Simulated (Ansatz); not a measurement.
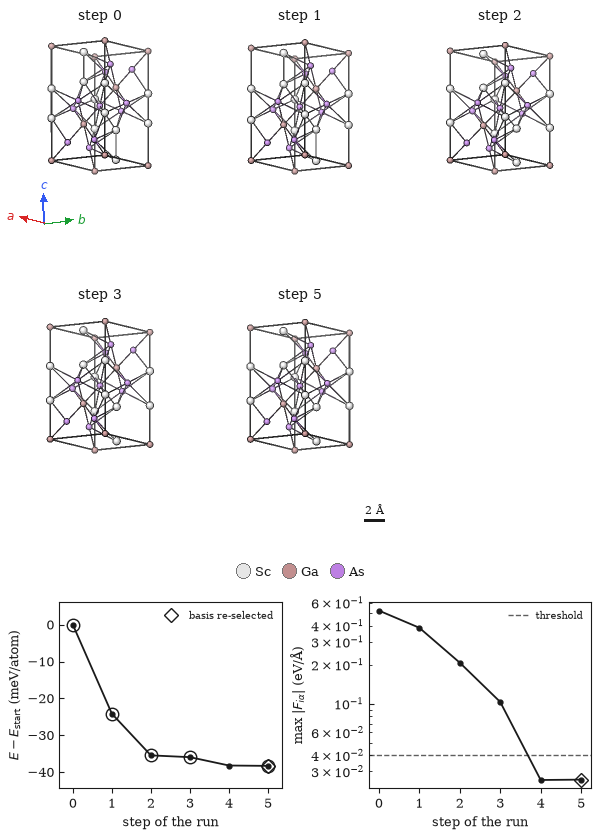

Frames of a relaxation of a crystal of Sc₂GaAs₃ (a generated structure, set up in R-3m) (coarse preliminary run), marked on the history of the run. A ball-and-stick model of the conventional cell (3 times the calculation's cell), seen from a free direction. Lengths and directions refer to the drawn axes.

Level of theory: DFT PBE, scalar-relativistic, plane waves, PAW (Ansatz).

Input
```yaml
crystal:
  lattice:
    - [2.91724357, 1.68427136, 4.10528207]
    - [-2.91724357, 1.68427136, 4.10528207]
    - [0.0, -3.36854272, 4.10528207]
  atoms:
    - { symbol: Sc, position: [0.62979561, 0.62979561, 0.62979561] }
    - { symbol: Sc, position: [0.37020439, 0.37020439, 0.37020439] }
    - { symbol: Ga, position: [0.0, 0.0, 0.0] }
    - { symbol: As, position: [0.0, 0.0, 0.5] }
    - { symbol: As, position: [0.5, 0.0, 0.0] }
    - { symbol: As, position: [0.0, 0.5, 0.0] }
basis:
  ecutwfc: 420
kpoints:
  mp_grid: { grid: [6, 6, 6] }
hamiltonian:
  xc: pbe
scf:
  occupations: { method: gaussian, width: 0.1 }
  lower_state_search: "off"
output:
  forces: true
  stress: true
  eigenvalues: true
relax:
  adjacent_minimum: "off"
  f_tol: 0.04
  max_steps: 70
  cell: { stress_tol: 0.4 }
```

Launched with:
```bash
ansatz run input.yaml --threads 1 --pin off --max-ram 2560MiB --backend cpu --events-out ev --progress --plain --runs-dir out
```

What happens along the run?

Answer. The energy falls by 38.3 meV per atom in 4 accepted moves (5 points after the start). The largest force component goes from 0.52 to 0.026 eV/Å. Pressure: −0.61 GPa at the start and 0.08 GPa at the end. At 1 point the geometry stayed and the basis and grid were re-selected for the new cell (energy shift of 0.1 meV per atom at most each time). The largest moves relative to the cell, 0.29 Å, are those of Sc1 and Sc2. Sc1 goes along +c. Ga and As stay in place. The volume changes by +2.4 %, with a = b 5.834 → 5.983 Å (+2.5 %), c 12.316 → 11.993 Å (−2.6 %). Near-neighbour distances that change, for instance: Sc1–Sc2 3.197 → 3.685 Å, Sc1–As4 3.020 → 2.762 Å, Sc1–As4 (another image) 3.327 → 3.513 Å, Ga3–As4 2.655 → 2.642 Å. Among the angles between lasting bonds that change: As4–Ga3–As5 66.6° → 69.0°, As4–Ga3–As5 113.4° → 111.0°. The space group stays R-3m (No. 166). From step 0 to 1: Sc atoms move most (0.11 Å), volume −0.1 %, energy −24.2 meV per atom. From step 1 to 2: Sc atoms move most (0.19 Å), volume +1.9 %, energy −11.3 meV per atom. From step 2 to 3: Sc atoms move most (0.02 Å), volume +2.9 %, energy −0.5 meV per atom. From step 3 to 5: volume −2.2 %, energy −2.4 meV per atom.
